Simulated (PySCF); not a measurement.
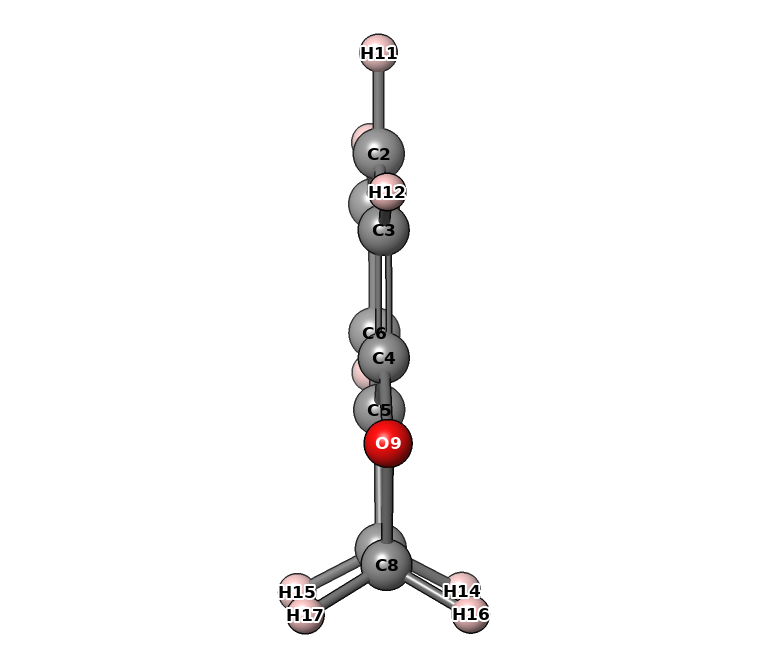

C7 lies behind C8. The molecule seen nearly along the C8–C7 bond, C8 in front. Atoms fade into the background with distance from the viewer. Computed geometry: PBE0-D3(BJ)/def2-SVP optimisation. No frequency run is at hand to confirm it as a minimum.

> What is the torsion angle O9–C8–C7–C5? The sign is positive where the front bond must turn clockwise to cover the back bond.

0°, synperiplanar (eclipsed). The bonds about C8–C7 are eclipsed.
